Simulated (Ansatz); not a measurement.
**CH6BFSn: a changed input and its effect**

System: CH6BFSn.
Method of run A: RKS PBE0-D4/def2-TZVPP (Ansatz 0.2.0).

The geometry comes from this level: PBE0-D4/def2-TZVP. Text and figures count atoms from 1; the logs count them from 0 in places.

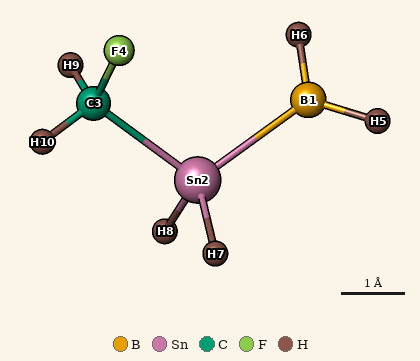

The structure (ball-and-stick view, seen at a tilt; atoms are numbered from 1 in the order of the input). Sticks mark near contacts. Bond lengths as drawn: B–H 1.19 Å, B–Sn 2.24 Å, C–F 1.39 Å, C–H 1.09 Å, C–Sn 2.18 Å and H–Sn 1.71 to 1.72 Å.

## Input, run A
```yaml
crystal:
  periodic: [false, false, false]
  atoms:
    - {symbol: B, position_ang: [-1.451853, 0.917063, -1.127561]}
    - {symbol: Sn, position_ang: [-0.354592, -0.767579, -0.128619]}
    - {symbol: C, position_ang: [1.373818, -0.009339, 0.954217]}
    - {symbol: F, position_ang: [2.143289, 0.783968, 0.111453]}
    - {symbol: H, position_ang: [-1.932454, 0.795662, -2.213252]}
    - {symbol: H, position_ang: [-1.576401, 1.961890, -0.562730]}
    - {symbol: H, position_ang: [0.188053, -1.991133, -1.193601]}
    - {symbol: H, position_ang: [-1.364093, -1.517371, 1.039735]}
    - {symbol: H, position_ang: [1.057216, 0.601760, 1.803184]}
    - {symbol: H, position_ang: [2.000118, -0.826120, 1.320173]}
basis:
  gaussian: {orbitals: def2-TZVPP}
hamiltonian: {xc: pbe0, dispersion: d4}
output: {orbitals: {seedname: orbitals}}
```

Command:
```bash
ansatz run in.yaml --threads 4 --pin off --events-out ev --progress --plain --max-ram 10444MiB
```

Hardware: 4 threads of Arm Neoverse V1, 23 GiB of memory available, shared host.

## Output (run A)
```
Functional definition: PBE0
  parameter a = 0.25
  parameter kappa = 0.804
  parameter beta = 0.06672455060314922
  exchange = (1 - a)*pbe_x(kappa = kappa, mu = beta*pi^2/3) + a*exact_x
  correlation = pbe_c(beta = beta)
1320 factors; their error is unknown
mean field evaluation 1: about -10351.0429 eV, gradient 3.7e1 eV
mean field evaluation 2: about -10350.1752 eV, gradient 4.2e1 eV
mean field evaluation 4: about -10354.2636 eV, gradient 1.4e0 eV
mean field evaluation 8: about -10354.2680 eV, gradient 4.8e-2 eV
mean field evaluation 16: about -10354.3420 eV, gradient 4.9e-5 eV
mean field -10354.34198587 eV, -380.5150495556 hartree, gradient 4.9e-5 eV, S^2 0.000000; 0 other end points of the search recorded, 0 dependent functions left out
reference -10354.34202664 eV, -380.5150510538 hartree; 24, 24 occupied and 203, 203 virtual orbitals, 1320 factors
Total energy: -10354.48985552 eV, -380.5204836650 hartree
```

For run B the input was changed thus:
```diff
-hamiltonian: {xc: pbe0, dispersion: d4}
+hamiltonian: {xc: {name: wB97X-V}}
```

How does run B compare with run A?

The total energies belong to different models, so their difference says nothing on which is more stable or more accurate. The HOMO goes from −7.72 to −10.00 eV. The LUMO goes from −2.59 to −0.40 eV. On the same kind of shared host run B took about 2.6 times as long.

## Output (run B)
```
Functional definition: wB97X-V
  parameter omega = 0.3/bohr
  parameter cx = 0.167
  parameter cx1 = 0.603
  parameter cx2 = 1.194
  parameter css0 = 0.556
  parameter css1 = -0.257
  parameter cos0 = 1.219
  parameter cos1 = -1.850
  parameter b = 6.0
  parameter c = 0.01
  exchange = spin_sum(e_x_unif_sr(omega)*poly(b97_u_x, 1 - cx, cx1, cx2)) + cx*exact_x_sr(omega) + exact_x_lr(omega)
  correlation = spin_sum(e_c_pw_same_spin*poly(b97_u_same, css0, css1))
      + integral(e_c_pw_opposite_spin*poly(b97_u_opposite, cos0, cos1)) + vv10(b, c)
1291 factors; their error is unknown
322 factors; integrals over basis functions are off by at most 9.7e-6 eV
mean field evaluation 1: about -10355.7237 eV, gradient 2.8e1 eV
mean field evaluation 2: about -10356.5618 eV, gradient 2.4e1 eV
mean field evaluation 4: about -10357.4118 eV, gradient 1.7e0 eV
mean field evaluation 8: about -10357.4650 eV, gradient 5.4e-2 eV
mean field evaluation 16: about -10357.4650 eV, gradient 8.1e-5 eV
mean field -10357.46500509 eV, -380.6298183950 hartree, gradient 8.1e-5 eV, S^2 0.000000; 0 other end points of the search recorded, 0 dependent functions left out
reference -10357.46500245 eV, -380.6298182983 hartree; 24, 24 occupied and 203, 203 virtual orbitals, 1291 factors
Total energy: -10357.46500245 eV, -380.6298182983 hartree
```

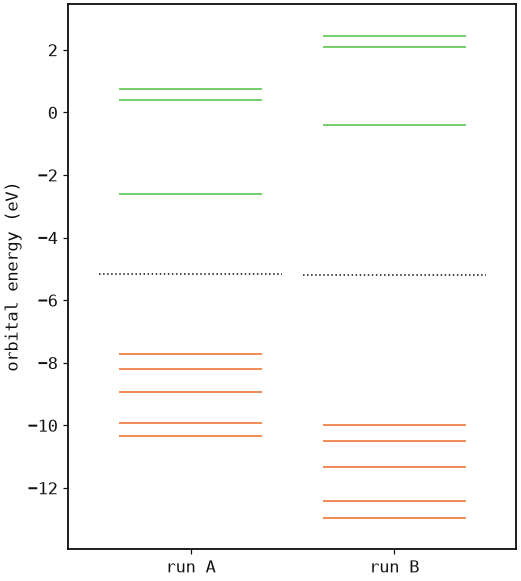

The five highest filled and three lowest empty orbital energies of the two runs; the dotted lines part filled from empty levels. The HOMO–LUMO gap is 5.13 eV in run A and 9.61 eV in run B.

## The two runs side by side

```tsv
quantity	run A	run B
outcome	converged	converged
total energy (hartree)	−380.520484	−380.629818
HOMO (eV)	−7.72	−10.00
LUMO (eV)	−2.59	−0.40
basis functions	227	227
wall time (shared host)	2.3 s	6 s
```
